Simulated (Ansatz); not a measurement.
Consider SnBi$_{2}$O$_{2}$.

Input file:

```
crystal:
  lattice:
    - [3.3186520793, 0.0, 0.0]
    - [-1.6593260396, 2.874037007, 0.0]
    - [0.0, 0.0, 11.2506490913]
  atoms:
    - { symbol: Sn, position: [0.0, 0.0, 0.0] }
    - { symbol: Bi, position: [0.3333333333, 0.6666666667, 0.3764234228] }
    - { symbol: Bi, position: [0.6666666667, 0.3333333333, 0.6235765772] }
    - { symbol: O, position: [0.6666666667, 0.3333333333, 0.0867543618] }
    - { symbol: O, position: [0.3333333333, 0.6666666667, 0.9132456382] }
basis:
  ecutwfc: 420
kpoints:
  mp_grid: { grid: [12, 12, 4] }
hamiltonian:
  xc: pbe
scf:
  occupations: { method: gaussian, width: 0.1 }
output:
  forces: true
  stress: true
  eigenvalues: true
  write_density: true
  write_potential: true
  elf: true
  volumetric_format: npy
relax:
  adjacent_minimum: "off"
  f_tol: 0.01
  max_steps: 30
  cell: { stress_tol: 0.1, fix: [volume] }
```

Launched as:

```sh
ansatz run input.yaml --threads 1 --pin off --max-ram 2560MiB --backend cpu --events-out ev --progress --plain --runs-dir out
```

Below, planes, directions and counts refer to the conventional cell (a = 3.34 Å, b = 3.34 Å, c = 11.07 Å, α = 90.00°, β = 90.00°, γ = 120.00°).

The fields are those of the run's last geometry, not of the input's.

Space group P-3m1; a generated structure, not necessarily the stable one; changed on purpose from its base cell (volume × 0.97, shape and atoms relaxed).

The calculation used DFT PBE, scalar-relativistic, plane waves, PAW (Ansatz).

Q: What can the converged valence pseudo-density and electron localisation function tell about the bonding?

A: Sn–O (2.17 Å): ρ at the midpoint is about 0.55 e/Å³; the ELF peaks at about 0.80 in the valence shell of O, 0.6 Å from its nucleus, and is about 0.25 at the midpoint (no shared electron pair shows on this line).

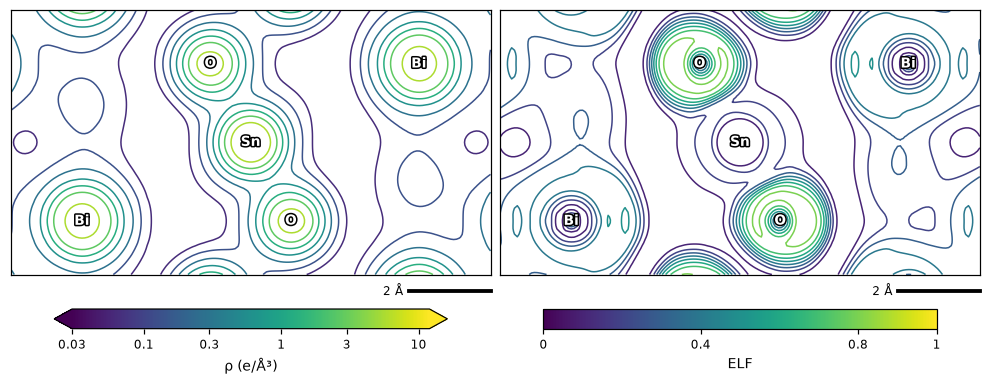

Computed valence pseudo-density and electron localisation function on the (110) plane of the conventional cell, in this order. 

In a PAW calculation such maps are meaningful between the atoms, not at the nuclei.
